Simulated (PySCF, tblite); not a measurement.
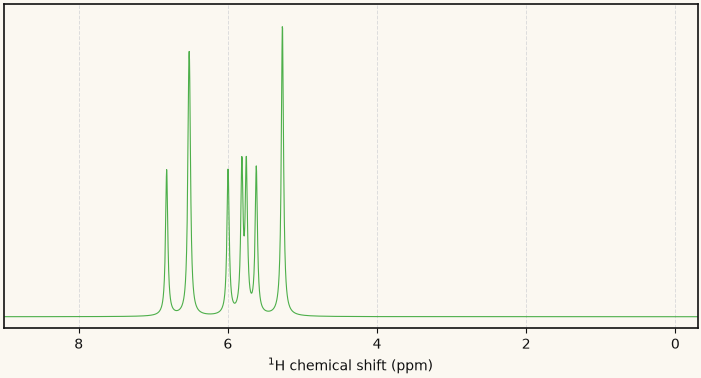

GIAO shifts, PBE0/pcSseg-1 in PySCF, at a GFN2-xTB geometry (a minimum by its frequencies), against TMS for ¹H computed at the same level. Gas phase, fully decoupled, line heights follow the number of nuclei, widths are arbitrary (no quadrupolar broadening); values of one conformer, averaged over methyl-type rotors and exact or near symmetry; other conformers aren't averaged in.

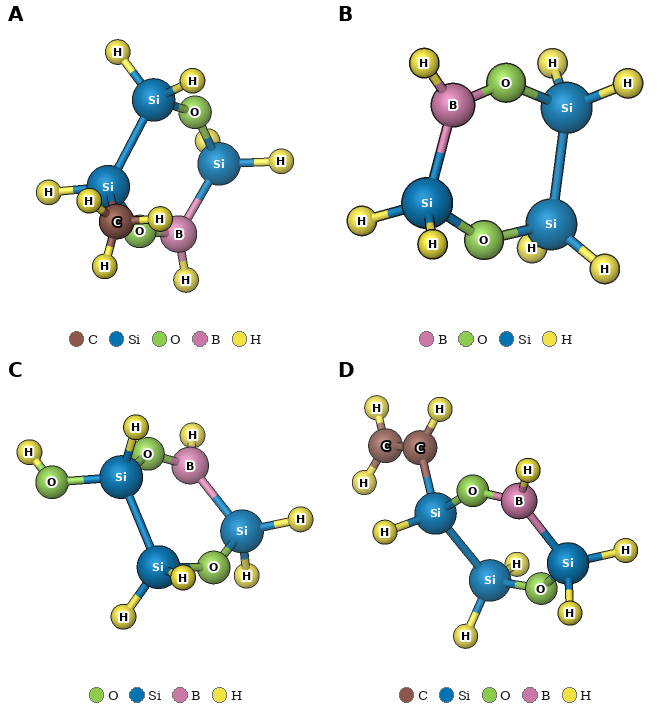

Which molecule was computed? Choose among the lettered structures.

Structure D, C₂H₉BO₂Si₃, SMILES C=C[Si@@H]1OB[SiH2]O[SiH2]1. Its ¹H signals: 6.82 (1 H), 6.53 (1 H), 6.51 (1 H), 6.00 (1 H), 5.81 (1 H), 5.75 (1 H), 5.62 (1 H), 5.27 (2 H) ppm.

Caveats: the tight-binding geometry is rougher than a DFT one and adds to the error.
